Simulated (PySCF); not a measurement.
# H3NO (hydroxylamine): FCI/STO-6G

What is the energy change on altering one bond length of H3NO (hydroxylamine) at FCI/STO-6G? The job is set up through a Python script.

Program for the calculation: PySCF 2.14.0.

8 further runs of the same task are left out: 8 set aside as unsound or not needed.

### Step 1. The molecule

The species is H3NO (5 atoms), meant as a singlet with charge 0. SMILES: `NO`. The coordinates come from a PBE0-D4/def2-TZVP relaxation. This is one conformer, not always the lowest.

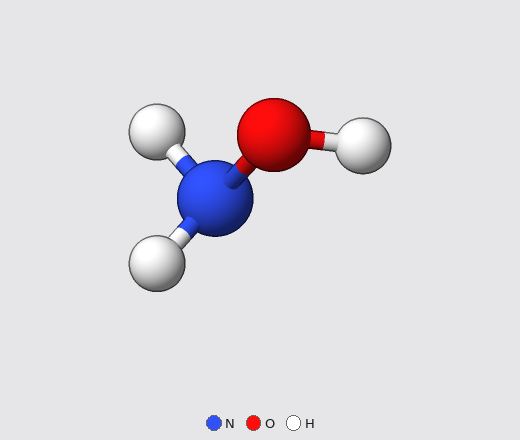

Viewed from a chosen angle; nitrogen blue, oxygen red, hydrogen white.

### Step 2. The energy at FCI/STO-6G

calc.py reads:

```python
from pyscf import gto, mcscf
from pyscf import fci

system = gto.M(
    atom='''
N     -0.312032    -0.682739    -0.606923
O      0.688730     1.258633     0.960094
H     -0.307440    -2.248812     0.504122
H     -2.157406    -0.207568    -0.843215
H      2.088166     1.880466    -0.014060
''',
    unit='bohr',
    basis='sto-6g',
    verbose=4,
    charge=0,
    max_memory=1860,
    spin=0,
)

myscf = system.RHF()
myscf.conv_tol = 1e-10
myscf.kernel()
if not myscf.converged:
    myscf = myscf.newton().run(myscf.mo_coeff, myscf.mo_occ)

cas = mcscf.CASCI(myscf, myscf.mo_coeff.shape[-1] - 2, (system.nelec[0] - 2, system.nelec[1] - 2))  # full CI above the frozen core
cas.fcisolver = fci.direct_spin0.FCI(system)  # even spin states alone
cas.kernel()
print('<S^2> = %.4f' % cas.fcisolver.spin_square(cas.ci, cas.ncas, cas.nelecas)[0])
energy = cas.e_tot
print('E = %.10f Eh' % energy)
```

Command:

```
$ OMP_NUM_THREADS=1 python calc.py
```

Standard output:

```text
PySCF version 2.14.0

[INPUT] num. atoms = 5
[INPUT] num. electrons = 18
[INPUT] charge = 0
[INPUT] spin (= nelec alpha-beta = 2S) = 0
[INPUT] symmetry False subgroup None
[INPUT] Mole.unit = bohr
[INPUT] Symbol           X                Y                Z      unit          X                Y                Z       unit  Magmom
[INPUT]  1 N     -0.165120223478  -0.361289919806  -0.321169820383 AA   -0.312032000000  -0.682739000000  -0.606923000000 Bohr   0.0
[INPUT]  2 O      0.364460220477   0.666039900512   0.508059865141 AA    0.688730000000   1.258633000000   0.960094000000 Bohr   0.0
[INPUT]  3 H     -0.162690241725  -1.190020062043   0.266769873923 AA   -0.307440000000  -2.248812000000   0.504122000000 Bohr   0.0
[INPUT]  4 H     -1.141650089902  -0.109840255316  -0.446210161906 AA   -2.157406000000  -0.207568000000  -0.843215000000 Bohr   0.0
[INPUT]  5 H      1.105009859818   0.995099753110  -0.007440231586 AA    2.088166000000   1.880466000000  -0.014060000000 Bohr   0.0

nuclear repulsion = 39.5936705320392
number of shells = 9
number of NR pGTOs = 78
number of NR cGTOs = 13
basis = sto-6g
ecp = {}

******** <class 'pyscf.scf.hf.RHF'> ********
method = RHF
initial guess = minao
damping factor = 0
level_shift factor = 0
DIIS = <class 'pyscf.scf.diis.CDIIS'>
diis_start_cycle = 1
diis_space = 8
diis_damp = 0
SCF conv_tol = 1e-10
SCF conv_tol_grad = None
SCF max_cycles = 50
direct_scf = True
direct_scf_tol = 1e-13
Set gradient conv threshold to 1e-05
Initial guess from minao.
init E= -130.568992017431
  HOMO = -0.239792652849691  LUMO = 0.270961858097598  gap/eV = 13.89834
cycle= 1 E= -130.465565999855  delta_E= 0.103  |g|= 0.299  |ddm|= 2.65
  HOMO = -0.282239224977999  LUMO = 0.593371957928711  gap/eV = 23.82659
cycle= 2 E= -130.501000203299  delta_E= -0.0354  |g|= 0.0639  |ddm|= 0.495
  HOMO = -0.331792972466987  LUMO = 0.545842344921653  gap/eV = 23.88167
cycle= 3 E= -130.502464196971  delta_E= -0.00146  |g|= 0.0171  |ddm|= 0.0862
  HOMO = -0.342978011956812  LUMO = 0.537873711901003  gap/eV = 23.96920
cycle= 4 E= -130.502654928176  delta_E= -0.000191  |g|= 0.00503  |ddm|= 0.0433
  HOMO = -0.341323690349548  LUMO = 0.539675272252421  gap/eV = 23.97320
cycle= 5 E= -130.502673935933  delta_E= -1.9e-05  |g|= 0.00102  |ddm|= 0.0162
  HOMO = -0.341440752489717  LUMO = 0.53966017722873  gap/eV = 23.97598
cycle= 6 E= -130.502674870741  delta_E= -9.35e-07  |g|= 0.000126  |ddm|= 0.00408
  HOMO = -0.341450479868552  LUMO = 0.539664702499666  gap/eV = 23.97637
cycle= 7 E= -130.502674885048  delta_E= -1.43e-08  |g|= 2.08e-05  |ddm|= 0.000437
  HOMO = -0.341448290914167  LUMO = 0.539658850303266  gap/eV = 23.97615
cycle= 8 E= -130.502674885402  delta_E= -3.54e-10  |g|= 2.95e-06  |ddm|= 7.6e-05
  HOMO = -0.341448616427789  LUMO = 0.539659155430107  gap/eV = 23.97616
cycle= 9 E= -130.502674885409  delta_E= -6.14e-12  |g|= 4.4e-07  |ddm|= 8.83e-06
  HOMO = -0.341448475208598  LUMO = 0.539659026246205  gap/eV = 23.97616
Extra cycle  E= -130.502674885409  delta_E= -1.14e-13  |g|= 1.71e-07  |ddm|= 8.05e-07
converged SCF energy = -130.502674885409

******** <class 'pyscf.mcscf.casci.CASCI'> ********
CAS (7e+7e, 11o), ncore = 2, nvir = 0
natorb = False
canonicalization = True
sorting_mo_energy = False
******** <class 'pyscf.fci.direct_spin0.FCISolver'> ********
max. cycles = 100
conv_tol = 1e-10
davidson only = False
linear dependence = 1e-14
level shift = 0.001
max iter space = 12
nroots = 1
pspace_size = 400
spin = None
Density matrix diagonal elements [1.99148595 1.98551561 1.97873395 1.97319018 1.97126138 1.99273089
 1.97958312 0.04670228 0.0245575  0.03052399 0.02571515]
CASCI converged
CASCI E = -130.615339539784  E(CI) = -51.9224714557042  S^2 = 0.0000000
<S^2> = 0.0000
E = -130.6153395398 Eh
```

Wall time 1.7 s (1 thread of Arm Neoverse V1, shared host); peak memory 0.14 GiB.

### Step 3. The distorted shape

calc.py reads:

```python
from pyscf import gto, scf, mcscf
from pyscf import fci

system = gto.Mole()
system.atom = '''
N   -1.053813  -0.756177   0.297453
O   -0.524233   0.271153   1.126683
H   -1.051383  -1.584907   0.885393
H   -2.030343  -0.504727   0.172413
H    1.105010   0.995100  -0.007440
'''
system.charge = 0
system.max_memory = 1860
system.basis = 'sto-6g'
system.spin = 0
system.verbose = 4
system.build()

mf = scf.RHF(system)
mf.conv_tol = 1e-10
mf.kernel()
if not mf.converged:
    mf = mf.newton().run(mf.mo_coeff, mf.mo_occ)

cas = mcscf.CASCI(mf, mf.mo_coeff.shape[-1] - 2, (system.nelec[0] - 2, system.nelec[1] - 2))  # full CI above the frozen core
cas.fcisolver = fci.direct_spin0.FCI(system)  # even spin states alone
cas.kernel()
print('<S^2> = %.4f' % cas.fcisolver.spin_square(cas.ci, cas.ncas, cas.nelecas)[0])
energy = cas.e_tot
print('Final energy', energy)
```

Command:

```
$ OMP_NUM_THREADS=1 python calc.py
```

Standard output:

```text
PySCF version 2.14.0

[INPUT] num. atoms = 5
[INPUT] num. electrons = 18
[INPUT] charge = 0
[INPUT] spin (= nelec alpha-beta = 2S) = 0
[INPUT] symmetry False subgroup None
[INPUT] Mole.unit = angstrom
[INPUT] Symbol           X                Y                Z      unit          X                Y                Z       unit  Magmom
[INPUT]  1 N     -1.053813000000  -0.756177000000   0.297453000000 AA   -1.991417956506  -1.428967431695   0.562104704930 Bohr   0.0
[INPUT]  2 O     -0.524233000000   0.271153000000   1.126683000000 AA   -0.990656795459   0.512404907854   2.129122299203 Bohr   0.0
[INPUT]  3 H     -1.051383000000  -1.584907000000   0.885393000000 AA   -1.986825922024  -2.995040162906   1.673150282607 Bohr   0.0
[INPUT]  4 H     -2.030343000000  -0.504727000000   0.172413000000 AA   -3.836792208928  -0.953795797673   0.325813350315 Bohr   0.0
[INPUT]  5 H      1.105010000000   0.995100000000  -0.007440000000 AA    2.088166264906   1.880466466555  -0.014059562367 Bohr   0.0

nuclear repulsion = 36.4360721490865
number of shells = 9
number of NR pGTOs = 78
number of NR cGTOs = 13
basis = sto-6g
ecp = {}

******** <class 'pyscf.scf.hf.RHF'> ********
method = RHF
initial guess = minao
damping factor = 0
level_shift factor = 0
DIIS = <class 'pyscf.scf.diis.CDIIS'>
diis_start_cycle = 1
diis_space = 8
diis_damp = 0
SCF conv_tol = 1e-10
SCF conv_tol_grad = None
SCF max_cycles = 50
direct_scf = True
direct_scf_tol = 1e-13
Set gradient conv threshold to 1e-05
Initial guess from minao.
init E= -130.019770047773
  HOMO = -0.196243317947812  LUMO = -0.0913451661183174  gap/eV = 2.85442
cycle= 1 E= -130.014833271961  delta_E= 0.00494  |g|= 0.525  |ddm|= 2.67
  HOMO = -0.0167664117903926  LUMO = 0.156608599963742  gap/eV = 4.71777
cycle= 2 E= -130.017170591765  delta_E= -0.00234  |g|= 0.572  |ddm|= 2.04
  HOMO = -0.197161625301709  LUMO = 0.0766302951391674  gap/eV = 7.45026
cycle= 3 E= -130.211191279373  delta_E= -0.194  |g|= 0.0327  |ddm|= 1.02
  HOMO = -0.230975704380253  LUMO = 0.108765666545266  gap/eV = 9.24483
cycle= 4 E= -130.211854808182  delta_E= -0.000664  |g|= 0.0102  |ddm|= 0.0775
  HOMO = -0.231890682815727  LUMO = 0.106536817551822  gap/eV = 9.20908
cycle= 5 E= -130.211924648469  delta_E= -6.98e-05  |g|= 0.00334  |ddm|= 0.024
  HOMO = -0.229979960451058  LUMO = 0.103676335899197  gap/eV = 9.07925
cycle= 6 E= -130.211936639049  delta_E= -1.2e-05  |g|= 0.00128  |ddm|= 0.0103
  HOMO = -0.230547556322045  LUMO = 0.104172399844855  gap/eV = 9.10819
cycle= 7 E= -130.211939048971  delta_E= -2.41e-06  |g|= 0.000414  |ddm|= 0.00476
  HOMO = -0.230517085930101  LUMO = 0.103998594182925  gap/eV = 9.10264
cycle= 8 E= -130.211939375854  delta_E= -3.27e-07  |g|= 6.34e-05  |ddm|= 0.00238
  HOMO = -0.230541752112455  LUMO = 0.104034567340516  gap/eV = 9.10429
cycle= 9 E= -130.211939380589  delta_E= -4.73e-09  |g|= 2.11e-05  |ddm|= 0.000247
  HOMO = -0.230545677887909  LUMO = 0.104040328841629  gap/eV = 9.10455
cycle= 10 E= -130.211939381096  delta_E= -5.08e-10  |g|= 4.87e-06  |ddm|= 8.16e-05
  HOMO = -0.230545812974633  LUMO = 0.104040788510866  gap/eV = 9.10457
cycle= 11 E= -130.211939381127  delta_E= -3.06e-11  |g|= 1.41e-06  |ddm|= 2.06e-05
  HOMO = -0.230545789315696  LUMO = 0.104040903650656  gap/eV = 9.10457
Extra cycle  E= -130.211939381128  delta_E= -1.14e-12  |g|= 9.06e-07  |ddm|= 3.34e-06
converged SCF energy = -130.211939381128

******** <class 'pyscf.mcscf.casci.CASCI'> ********
CAS (7e+7e, 11o), ncore = 2, nvir = 0
natorb = False
canonicalization = True
sorting_mo_energy = False
******** <class 'pyscf.fci.direct_spin0.FCISolver'> ********
max. cycles = 100
conv_tol = 1e-10
davidson only = False
linear dependence = 1e-14
level shift = 0.001
max iter space = 12
nroots = 1
pspace_size = 400
spin = None
Density matrix diagonal elements [1.99173869 1.987832   1.97797017 1.9562028  1.94405543 1.99316725
 1.37815756 0.66417679 0.05617797 0.024452   0.02606935]
CASCI converged
CASCI E = -130.499031261297  E(CI) = -49.4325254474736  S^2 = 0.0000000
<S^2> = 0.0000
Final energy -130.49903126129726
```

Run time: 2.3 s. Hardware: 1 thread of Arm Neoverse V1, shared host; peak memory 0.14 GiB.

### Step 4. Results

At FCI/STO-6G, 2 core orbitals frozen:

```
                                                         quantity          value
                                        first shape: total energy  -130.61534 Eh
                first shape: dipole moment (Hartree–Fock density)         0.40 D
                 first shape: HOMO energy (Hartree–Fock orbitals)       -9.29 eV
                 first shape: LUMO energy (Hartree–Fock orbitals)       14.68 eV
               first shape: HOMO–LUMO gap (Hartree–Fock orbitals)       23.98 eV
         first shape: correlation energy (2 core orbitals frozen)     -112.7 mEh
                                    distorted shape: total energy  -130.49903 Eh
            distorted shape: dipole moment (Hartree–Fock density)         1.58 D
             distorted shape: HOMO energy (Hartree–Fock orbitals)       -6.27 eV
             distorted shape: LUMO energy (Hartree–Fock orbitals)        2.83 eV
           distorted shape: HOMO–LUMO gap (Hartree–Fock orbitals)        9.10 eV
     distorted shape: correlation energy (2 core orbitals frozen)     -287.1 mEh
energy change with the O2–H5 bond stretched from 0.960 to 2.113 Å       3.165 eV
```

**Reading.** With the O2–H5 bond stretched from 0.960 to 2.113 Å the energy rises by 3.16 eV (73 kcal/mol). The first shape isn't relaxed at this level, so the change isn't measured from a minimum. The minimal basis adds a large error of its own. Mulliken charges (first shape) of the mean-field density run from -0.31 on N1 to +0.22 on H5.
